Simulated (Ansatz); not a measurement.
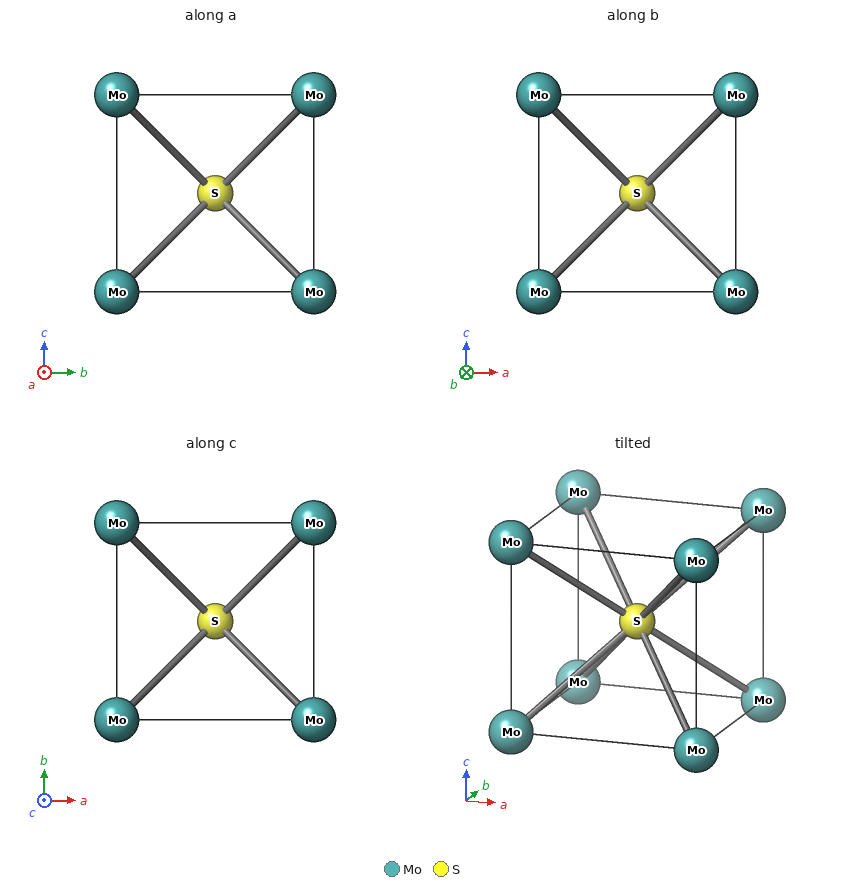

A ball-and-stick rendering, viewed along the a axis, along the b axis, along the c axis and slightly off an axis. The edges of the conventional unit cell are marked.

Lattice parameters: a = 3.0056 Å, b = 3.0056 Å, c = 3.0056 Å, α = 90.000°, β = 90.000°, γ = 90.000°.

Question: Convert the drawing into a CIF with its space group and independent sites.

Answer:
```cif
data_structure
_symmetry_space_group_name_H-M 'P m -3 m'
_symmetry_Int_Tables_number 221
_cell_length_a 3.0056
_cell_length_b 3.0056
_cell_length_c 3.0056
_cell_angle_alpha 90.000
_cell_angle_beta 90.000
_cell_angle_gamma 90.000
_cell_volume 27.15
loop_
_atom_site_label
_atom_site_type_symbol
_atom_site_symmetry_multiplicity
_atom_site_Wyckoff_symbol
_atom_site_fract_x
_atom_site_fract_y
_atom_site_fract_z
_atom_site_occupancy
Mo1 Mo 1 a 0.0000 0.0000 0.0000 1
S1 S 1 b 0.5000 0.5000 0.5000 1
```

Provenance: a structure type filled with these elements by a generator (whether the compound takes this form wasn't checked). Earlier steps of the study, as a rule a relaxation of our own, may have changed the cell and positions, so they can lie some per cent off the listed ones. Ansatz was used for an electronic-structure calculation on it.
